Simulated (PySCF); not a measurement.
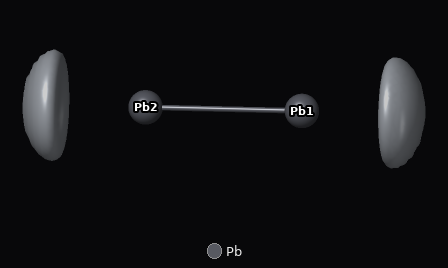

Pb$_{2}$ (triplet). Isosurface of the ELF at 0.75 (grey), seen from one side. Only the valence region is drawn (cores and ρ < 0.01 e/Å³ removed).

Core potentials replace the inner electrons of Pb.

These are results of PBE0/cc-pVTZ(-PP), non-relativistic Hamiltonian with scalar-relativistic core potentials where named, at a bond length of 2.881 Å in PySCF 2.14.0, not measurements.

```xyz
2

Pb    0.0000    0.0000   -1.4405
Pb    0.0000    0.0000    1.4405
```

Q: Where are the electrons localised?

A: The ELF exceeds this value in two lobes on Pb, pointing away from the bonds (non-bonding electrons). Profiles from the grid: Pb–Pb (2.88 Å): the ELF is about 0.50 at the midpoint.
